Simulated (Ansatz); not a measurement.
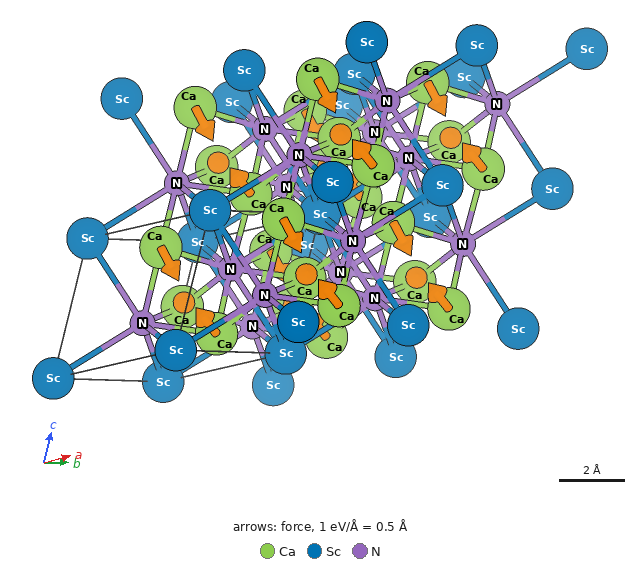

Starting geometry of solid Ca3ScN2 (a generated structure, set up in R32) (coarse preliminary run) with the computed forces as orange arrows. Style: ball-and-stick. Shown: the cell of the calculation, repeated 2 × 2 × 2 with one cell outlined, from a free direction.

Theory: DFT PBE, scalar-relativistic, plane waves, PAW (Ansatz 0.2.0).

The input:
```yaml
crystal:
  lattice:
    - [2.74233753, 1.58328931, 3.29527162]
    - [-2.74233753, 1.58328931, 3.29527162]
    - [0.0, -3.16657862, 3.29527162]
  atoms:
    - { symbol: Ca, position: [0.161273, 0.838727, 0.5] }
    - { symbol: Ca, position: [0.5, 0.161273, 0.838727] }
    - { symbol: Ca, position: [0.838727, 0.5, 0.161273] }
    - { symbol: Sc, position: [0.0, 0.0, 0.0] }
    - { symbol: "N", position: [0.334977, 0.334977, 0.334977] }
    - { symbol: "N", position: [0.665023, 0.665023, 0.665023] }
basis:
  ecutwfc: 420
kpoints:
  mp_grid: { grid: [6, 6, 6] }
hamiltonian:
  xc: pbe
scf:
  occupations: { method: gaussian, width: 0.1 }
  lower_state_search: "off"
output:
  forces: true
  stress: true
  eigenvalues: true
relax:
  adjacent_minimum: "off"
  f_tol: 0.04
  max_steps: 70
  cell: { stress_tol: 0.4 }
```

Command:
```bash
ansatz run input.yaml --threads 1 --pin off --max-ram 2560MiB --backend cpu --events-out ev --progress --plain --runs-dir out
```

### What follows when this structure is relaxed?

It isn't relaxed: the largest force vector, on Ca atoms, is 2.63 eV/Å. The atoms end up moving mostly along the starting forces (cosine between the two patterns 1.00). The largest moves relative to the cell, 1.71 Å, are those of Ca1, Ca2 and Ca3. Ca3 goes along [−1 0 1]. Largest moves by element: Ca 1.71 Å, N 0.29 Å. Sc stays in place. The volume changes by +142.7 %, with a = b = c 4.570 → 6.359 Å (+39.1 %), α 73.7° → 108.0°, β 73.7° → 108.0°, γ 73.7° → 108.0°. Near-neighbour distances that change, for instance: Ca1–Ca2 3.141 → 7.777 Å, Sc4–N5 3.167 → 5.946 Å, Ca1–Sc4 2.450 → 4.632 Å, Ca1–N5 2.461 → 4.571 Å. Bonds break: Ca1–N5 (2.46 → 4.57 Å), Ca1–N6 (2.46 → 4.57 Å), Ca2–N5 (2.46 → 4.57 Å), Ca2–N6 (2.46 → 4.57 Å). Bond angles that change, for instance: N5–Ca2–N6 82.6° → 77.3°, Ca1–N6–Ca2 81.2° → 85.1°. The space group stays R32 (No. 155). After 26 accepted moves (31 points after the start) the energy has fallen by 7.917 eV per cell of the calculation. Largest force component: 2.6 eV/Å at the start, 0.008 eV/Å at the end. Pressure: 17.92 GPa at the start and 0.12 GPa at the end. The line search rejected the trial step at point 18 of the run. At 4 points the geometry stayed and the basis and grid were re-selected for the new cell (energy shift of 0.651 eV per cell of the calculation at most each time). Cost: 14 min on 1 thread of Intel(R) Xeon(R) Processor @ 2.50GHz (Skylake/Cascade Lake), with other jobs on the host, peak memory 0.53 GiB.
